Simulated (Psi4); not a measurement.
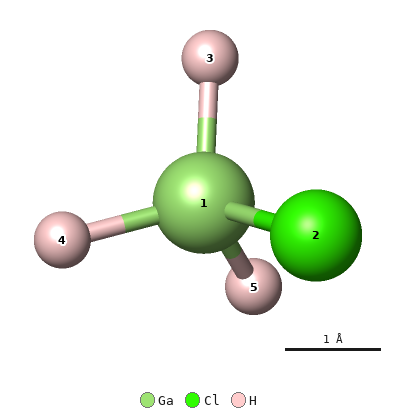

Fig. 1: The input geometry (ball-and-stick view, seen at a tilt; atoms are numbered from 1 in the order of the input). Sticks mark near contacts.

## Excited-state calculation, with input and output: GaH3Cl (charge −1)

The run: excited-state calculation of GaH3Cl, charge −1, SMILES [H][Ga-]([H])([H])[Cl]. Method and program: CIS/def2-TZVPP, RHF (Psi4 1.11).

The geometry comes from this level: GFN2-xTB.

What the program printed:
```
=> Loading Basis Set <=

    Name: DEF2-TZVPP
    Role: ORBITAL
    Keyword: BASIS

         ---------------------------------------------------------
                                   SCF
                              RHF Reference
                        1 Threads,   1525 MiB Core
         ---------------------------------------------------------

  ==> Geometry <==

    Molecular point group: c1
    Full point group: C1

    Geometry (in Angstrom), charge = -1, multiplicity = 1:

       Center              X                  Y                   Z               Mass
    ------------   -----------------  -----------------  -----------------  -----------------
         GA          -0.001391963410     0.005324225168    -0.668990742084    68.925573500000
         CL           0.003398036590    -0.011575774832     1.421639257916    34.968852682000
         H            1.476678036590     0.018184225168    -1.205070742084     1.007825032230
         H           -0.752691963410     1.293304225168    -1.171520742084     1.007825032230
         H           -0.746691963410    -1.273965774832    -1.197960742084     1.007825032230

  Running in c1 symmetry.

  Rotational constants: A =      2.53415  B =      0.15446  C =      0.15444 [cm^-1]
  Rotational constants: A =  75971.86909  B =   4630.48781  C =   4629.94002 [MHz]
  Nuclear repulsion =  174.280749122135518

  Charge       = -1
  Multiplicity = 1
  Electrons    = 52
  Nalpha       = 26
  Nbeta        = 26

  ==> Algorithm <==

  SCF Algorithm Type is DF.
  DIIS enabled.
  MOM disabled.
  Fractional occupation disabled.
  Guess Type is SAD.
  Energy threshold   = 1.00e-06
  Density threshold  = 1.00e-06
  Integral threshold = 1.00e-12

  ==> Primary Basis <==

  Basis Set: DEF2-TZVPP
    Blend: DEF2-TZVPP
    Number of shells: 48
    Number of basis functions: 132
    Number of Cartesian functions: 148
    Spherical Harmonics?: true
    Max angular momentum: 3

   => Loading Basis Set <=

    Name: (DEF2-TZVPP AUX)
    Role: JKFIT
    Keyword: DF_BASIS_SCF

  ==> Integral Setup <==

  DFHelper Memory: AOs need 0.063 GiB; user supplied 1.118 GiB.
  SCF_SUBTYPE=INCORE selected. In-core MEM_DF algorithm will be used.
  Using in-core AOs.

  ==> MemDFJK: Density-Fitted J/K Matrices <==

    J tasked:                   Yes
    K tasked:                   Yes
    wK tasked:                   No
    Memory [MiB]:              1144
    Algorithm:                 Core
    Schwarz Cutoff:           1E-12
    Mask sparsity (%):       2.5367
    Fitting Condition:        1E-10

   => Auxiliary Basis Set <=

  Basis Set: (DEF2-TZVPP AUX)
    Blend: DEF2-UNIVERSAL-JKFIT
    Number of shells: 116
    Number of basis functions: 448
    Number of Cartesian functions: 586
    Spherical Harmonics?: true
    Max angular momentum: 5

  Minimum eigenvalue in the overlap matrix is 4.1607951701E-03.
  Reciprocal condition number of the overlap matrix is 8.5601401242E-04.
    Using symmetric orthogonalization.

  ==> Pre-Iterations <==

  SCF Guess: Superposition of Atomic Densities via on-the-fly atomic UHF (no occupation information).

   -------------------------
    Irrep   Nso     Nmo
   -------------------------
     A        132     132
   -------------------------
    Total     132     132
   -------------------------

  ==> Iterations <==

                           Total Energy        Delta E     RMS |[F,P]|

   @DF-RHF iter SAD: -2380.50625041634066   -2.38051e+03   0.00000e+00
   @DF-RHF iter   1: -2382.61310139901252   -2.10685e+00   2.36585e-02 DIIS/ADIIS
   @DF-RHF iter   2: -2377.23987023509380    5.37323e+00   5.12647e-02 DIIS/ADIIS
   @DF-RHF iter   3: -2384.52310807523372   -7.28324e+00   3.45879e-03 DIIS/ADIIS
   @DF-RHF iter   4: -2384.56942441856881   -4.63163e-02   4.47594e-04 DIIS/ADIIS
   @DF-RHF iter   5: -2384.57195096365558   -2.52655e-03   1.39936e-04 DIIS/ADIIS
   @DF-RHF iter   6: -2384.57216433084886   -2.13367e-04   3.94104e-05 DIIS
   @DF-RHF iter   7: -2384.57218108135839   -1.67505e-05   8.69743e-06 DIIS
   @DF-RHF iter   8: -2384.57218327699411   -2.19564e-06   2.30950e-06 DIIS
   @DF-RHF iter   9: -2384.57218338346138   -1.06467e-07   3.51735e-07 DIIS
  Energy and wave function converged.

  ==> Post-Iterations <==

    Orbital Energies [Eh]
    ---------------------

    Doubly Occupied:

       1A   -378.576915     2A   -104.601180     3A    -47.930198
       4A    -42.257761     5A    -42.257299     6A    -42.257287
       7A    -10.332840     8A     -7.799672     9A     -7.798744
      10A     -7.798743    11A     -6.160079    12A     -4.254838
      13A     -4.252224    14A     -4.252221    15A     -0.979919
      16A     -0.966873    17A     -0.966868    18A     -0.960746
      19A     -0.960729    20A     -0.860045    21A     -0.413113
      22A     -0.277504    23A     -0.277438    24A     -0.272364
      25A     -0.193325    26A     -0.192591

    Virtual:

      27A      0.308804    28A      0.339636    29A      0.340488
      30A      0.398587    31A      0.470931    32A      0.494741
      33A      0.495659    34A      0.503094    35A      0.503366
      36A      0.540323    37A      0.570545    38A      0.570866
      39A      0.588658    40A      0.722988    41A      0.723995
      42A      0.729430    43A      0.785485    44A      0.786727
      45A      0.813721    46A      0.893063    47A      0.893589
      48A      0.967279    49A      0.969162    50A      1.015285
      51A      1.035665    52A      1.159395    53A      1.159557
      54A      1.203895    55A      1.204349    56A      1.237333
      57A      1.348746    58A      1.349372    59A      1.368150
      60A      1.507412    61A      1.509750    62A      1.533504
      63A      1.568865    64A      1.631209    65A      1.631700
      66A      1.700241    67A      1.702519    68A      1.704678
      69A      1.705641    70A      1.883568    71A      2.027372
      72A      2.028091    73A      2.322547    74A      2.322653
      75A      2.399470    76A      2.399786    77A      2.465373
      78A      2.623211    79A      2.624809    80A      2.674413
      81A      2.674811    82A      2.696930    83A      2.779190
      84A      2.779621    85A      2.835606    86A      2.836065
      87A      2.885586    88A      2.887069    89A      2.894351
      90A      3.068800    91A      3.069663    92A      3.086212
      93A      3.159510    94A      3.160122    95A      3.446486
      96A      3.689016    97A      3.769867    98A      3.770792
      99A      3.861605   100A      3.863472   101A      3.880065
     102A      4.054807   103A      4.058047   104A      4.060005
     105A      4.157989   106A      4.166029   107A      4.169119
     108A      4.305449   109A      4.383268   110A      4.383942
     111A      4.421774   112A      4.515491   113A      4.516373
     114A      4.532011   115A      4.605411   116A      4.606318
     117A      4.868211   118A      4.870577   119A      4.934220
     120A      5.059977   121A      5.253268   122A      5.255056
     123A      6.421873   124A      8.900074   125A      8.900236
     126A      8.988033   127A      8.988149   128A      9.029445
     129A     11.747452   130A     11.747648   131A     12.117989
     132A     25.903489

    Final Occupation by Irrep:
              A
    DOCC [    26 ]
    NA   [    26 ]
    NB   [    26 ]

  @DF-RHF Final Energy: -2384.57218338346138

   => Energetics <=

    Nuclear Repulsion Energy =            174.2807491221355178
    One-Electron Energy =               -3682.0030140778485475
    Two-Electron Energy =                1123.1500815722515654
    Total Energy =                      -2384.5721833834613790

Computation Completed

Properties will be evaluated at   0.000000,   0.000000,   0.000000 [a0]

Properties computed using the SCF density matrix

 Multipole Moments:

 ------------------------------------------------------------------------------------
     Multipole            Electronic (a.u.)      Nuclear  (a.u.)        Total (a.u.)
 ------------------------------------------------------------------------------------

 L = 1.  Multiply by 2.5417464519 to convert [e a0] to [Debye]
 Dipole X            :          0.0272436           -0.0152881            0.0119555
 Dipole Y            :         -0.0212051            0.0109330           -0.0102722
 Dipole Z            :          0.6796682           -0.2747621            0.4049061
 Magnitude           :                                                    0.4052128

 ------------------------------------------------------------------------------------

	total time  =          3 seconds =       0.05 minutes

******************************************************************************************
**********                               WARNING                                **********
**********       The names of excited state variables changed between 1.5       **********
**********     and 1.6. For a quick solution, remove the symmetry specifier     **********
**********   from the variable name. For full details, see 'Notes on Psivars'   **********
**********                        in the documentation.                         **********
******************************************************************************************

         ---------------------------------------------------------
                         TDSCF excitation energies
         ---------------------------------------------------------

  ==> Options <==

     Residual threshold  : 1.0000e-04
     Initial guess       : denominators
     Reference           : RHF
     Solver type         : TDA (Davidson)

  ==> Requested Excitations <==

      4 singlet states with A symmetry

  ==> Seeking the lowest 4 singlet states with A symmetry

                         Generalized Davidson Solver

  ==> Options <==

    Max number of iterations        = 60
    Eigenvector tolerance           = 1.0000e-04
    Max number of expansion vectors = 800

  => Iterations <=
                           Max[D[value]]     Max[|R|]   # vectors
  DavidsonSolver iter   1:   3.59064e-01  6.58468e-02     16
  DavidsonSolver iter   2:   1.33893e-02  2.21432e-02     20
  DavidsonSolver iter   3:   6.80350e-04  9.19839e-03     24
  DavidsonSolver iter   4:   9.37523e-05  4.71374e-03     28
  DavidsonSolver iter   5:   1.68772e-05  2.81703e-03     32
  DavidsonSolver iter   6:   4.08724e-06  1.23055e-03     36
  DavidsonSolver iter   7:   9.67627e-07  4.75316e-04     40
  DavidsonSolver iter   8:   1.36521e-07  1.94687e-04     41
  DavidsonSolver iter   9:   1.48230e-08  6.27629e-05     42      Converged

******************************************************************************************
**********                               WARNING                                **********
**********  Length-gauge rotatory strengths are **NOT** gauge-origin invariant  **********
******************************************************************************************

                                    Excitation Energy         Total Energy        Oscillator Strength             Rotatory Strength
     #   Sym: GS->ES (Trans)        au              eV              au          au (length)    au (velocity)    au (length)    au (velocity)
    ---- -------------------- --------------- --------------- --------------- --------------- --------------- --------------- ---------------
     1        A->A (1 A)       0.29307         7.97495        -2384.27911      0.0002          0.0080          0.0018          0.0010
     2        A->A (1 A)       0.29357         7.98833        -2384.27862      0.0003          0.0084         -0.0018         -0.0010
     3        A->A (1 A)       0.31787         8.64972        -2384.25431      0.0000          0.0000          0.0001          0.0001
     4        A->A (1 A)       0.35020         9.52932        -2384.22199      0.1012          0.0325          0.0000         -0.0009

Contributing excitations
Only contributions with abs(coeff) > 1.00e-01 will be printed:

Excited State    1 (1 A):   0.29307 au   155.47 nm f = 0.0002
  Sums of squares: Xssq =  1.000000e+00
     26a  ->  27a     0.965757 (93.269%)
     26a  ->  36a     0.123139 ( 1.516%)

Excited State    2 (1 A):   0.29357 au   155.21 nm f = 0.0003
  Sums of squares: Xssq =  1.000000e+00
     25a  ->  27a     0.966071 (93.329%)
     25a  ->  36a     0.122227 ( 1.494%)

Excited State    3 (1 A):   0.31787 au   143.34 nm f = 0.0000
  Sums of squares: Xssq =  1.000000e+00
     25a  ->  28a     0.675912 (45.686%)
     25a  ->  33a     0.135104 ( 1.825%)
     26a  ->  29a    -0.675711 (45.659%)
     26a  ->  32a    -0.137359 ( 1.887%)

Excited State    4 (1 A):   0.35020 au   130.11 nm f = 0.1012
  Sums of squares: Xssq =  1.000000e+00
     22a  ->  27a     0.150260 ( 2.258%)
     23a  ->  27a     0.217294 ( 4.722%)
     24a  ->  29a    -0.121653 ( 1.480%)
     25a  ->  28a    -0.255919 ( 6.549%)
     25a  ->  29a    -0.538348 (28.982%)
     25a  ->  30a    -0.160393 ( 2.573%)
     26a  ->  28a     0.648589 (42.067%)
     26a  ->  29a    -0.246145 ( 6.059%)
     26a  ->  30a    -0.101022 ( 1.021%)

******************************************************************************************
**********                               WARNING                                **********
**********       The names of excited state variables changed between 1.5       **********
**********     and 1.6. For a quick solution, remove the symmetry specifier     **********
**********   from the variable name. For full details, see 'Notes on Psivars'   **********
**********                        in the documentation.                         **********
******************************************************************************************
```

Standard output:
```
root 1: 7.9749 eV  f = 0.0002  A
root 2: 7.9883 eV  f = 0.0003  A
root 3: 8.6497 eV  f = 0.0000  A
root 4: 9.5293 eV  f = 0.1012  A
scf energy: -2384.5721833835 Eh
```

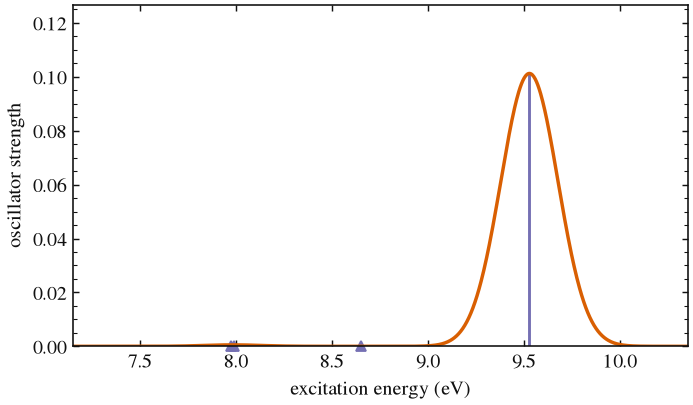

Fig. 2: Computed excitations as sticks (degenerate states added up, dark ones marked on the axis), with a Gaussian envelope of 0.35 eV full width at half maximum, scaled to the tallest. Of the 4 states the lowest lies at 7.97 eV (f = 0.000); the strongest line is at 9.53 eV, or 130 nm (f = 0.101).

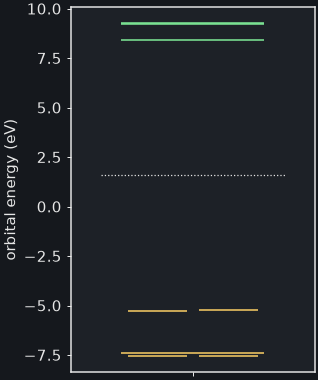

Fig. 3: Orbital energies near the frontier (SCF reference); the dotted line parts filled from empty levels, and levels within 0.02 eV of each other stand side by side. Highest filled −5.24 eV, lowest empty 8.40 eV, 13.64 eV apart.

This output came from the following input.

Input (run.py):
```python
import psi4

psi4.set_memory('1600 MB')
psi4.set_num_threads(1)
psi4.core.set_output_file('run.log', False)

m = psi4.geometry("""
-1 1
Ga     0.002750    -0.000930    -0.104610
Cl     0.007540    -0.017830     1.986020
H      1.480820     0.011930    -0.640690
H     -0.748550     1.287050    -0.607140
H     -0.742550    -1.280220    -0.633580
""")

psi4.set_options(dict(basis='def2-TZVPP', reference='rhf', scf_type='df', save_jk=True))

from psi4.driver.procrouting.response.scf_response import tdscf_excitations
e_tot, wfn = psi4.energy("scf", molecule=m, return_wfn=True)
states = tdscf_excitations(wfn, states=4, tda=True)
for k, s in enumerate(states, 1):
    print(f"root {k}: {s['EXCITATION ENERGY'] * 27.211386:.4f} eV  f = {s['OSCILLATOR STRENGTH (LEN)']:.4f}  {s['SYMMETRY']}")
print(f'scf energy: {e_tot:.10f} Eh')
```

Launch command:
```bash
python run.py
```

Results in brief:

```csv
quantity,value
outcome,converged
total energy,−2384.572183 hartree
basis functions,132
HOMO of the SCF reference,−5.24 eV
LUMO of the SCF reference,8.40 eV
lowest excitation,7.97 eV
hardware,"1 thread of Intel Xeon (Sapphire Rapids), 176 GiB of memory available, shared host"
wall time,7.8 s
peak memory,0.29 GiB
```
